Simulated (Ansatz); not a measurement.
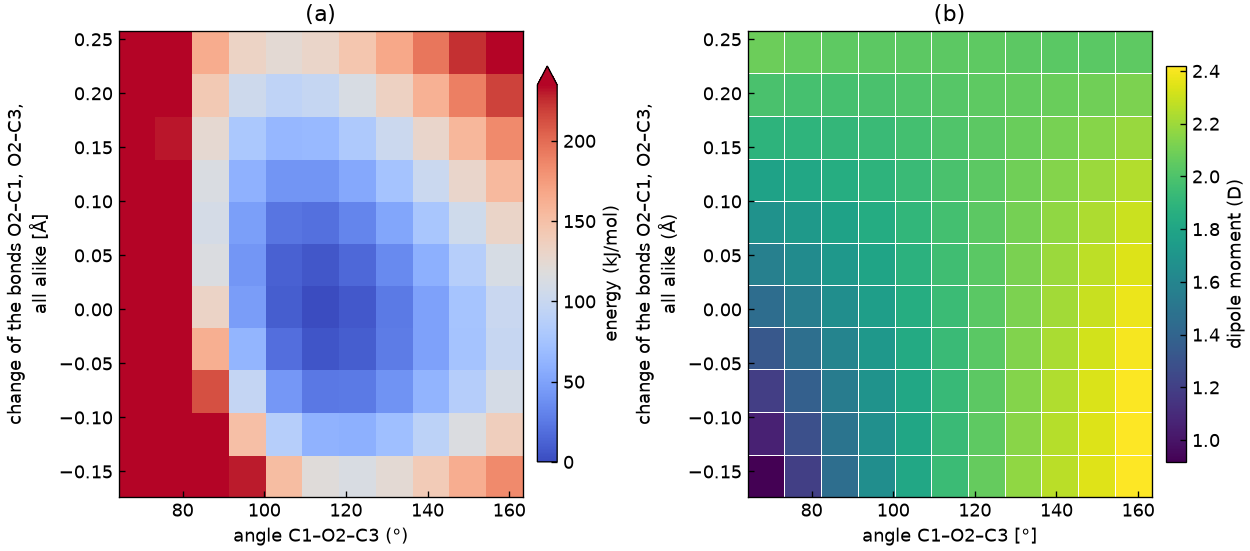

C₃H₆O₃, SMILES COC(O)C=O. The first coordinate is: angle C1–O2–C3; the second: change of the bonds O2–C1, O2–C3, all alike. Nothing is relaxed (all other coordinates rigid). Grid: 11 × 11 points. Points are written as (first, second). Energies: kJ/mol, counted from the lowest grid point. Computed with RKS PBE0-D4/def2-SVP (Ansatz).

Panel (a) is the energy and panel (b) the computed dipole moment on the same grid.

Drawn: one coloured cell a grid point, one colour for all values above the top of the scale.

> How does the dipole moment vary over the map, and what is it at the lowest grid point?

Leaving out the highest fifth of the energies, it runs from 1.54 D at (86.8°, −0.075 Å) to 2.42 D at (158.8°, −0.115 Å). At the lowest grid point, (113.8°, 0.003 Å), it is 1.94 D.

| second ↓, first → | 68.8 | 77.8 | 86.8 | 95.8 | 104.8 | 113.8 | 122.8 | 131.8 | 140.8 | 149.8 | 158.8 |
| --- | --- | --- | --- | --- | --- | --- | --- | --- | --- | --- | --- |
| 0.238 | 2.08 | 2.06 | 2.04 | 2.04 | 2.04 | 2.04 | 2.04 | 2.04 | 2.04 | 2.03 | 2.05 |
| 0.199 | 1.99 | 1.98 | 1.98 | 1.99 | 2.00 | 2.02 | 2.04 | 2.06 | 2.07 | 2.09 | 2.12 |
| 0.159 | 1.88 | 1.89 | 1.91 | 1.94 | 1.97 | 2.01 | 2.04 | 2.08 | 2.11 | 2.14 | 2.19 |
| 0.120 | 1.78 | 1.81 | 1.84 | 1.89 | 1.94 | 1.99 | 2.04 | 2.09 | 2.14 | 2.19 | 2.25 |
| 0.081 | 1.68 | 1.72 | 1.78 | 1.84 | 1.90 | 1.97 | 2.04 | 2.10 | 2.17 | 2.23 | 2.30 |
| 0.042 | 1.56 | 1.64 | 1.72 | 1.79 | 1.88 | 1.96 | 2.04 | 2.11 | 2.19 | 2.27 | 2.34 |
| 0.003 | 1.45 | 1.55 | 1.65 | 1.75 | 1.85 | 1.94 | 2.03 | 2.12 | 2.21 | 2.29 | 2.37 |
| −0.036 | 1.32 | 1.46 | 1.60 | 1.72 | 1.83 | 1.93 | 2.04 | 2.13 | 2.23 | 2.32 | 2.40 |
| −0.075 | 1.19 | 1.37 | 1.54 | 1.69 | 1.81 | 1.93 | 2.04 | 2.14 | 2.24 | 2.33 | 2.41 |
| −0.115 | 1.05 | 1.28 | 1.49 | 1.66 | 1.81 | 1.93 | 2.05 | 2.15 | 2.25 | 2.34 | 2.42 |
| −0.154 | 0.92 | 1.20 | 1.45 | 1.65 | 1.81 | 1.94 | 2.06 | 2.17 | 2.26 | 2.35 | 2.42 |
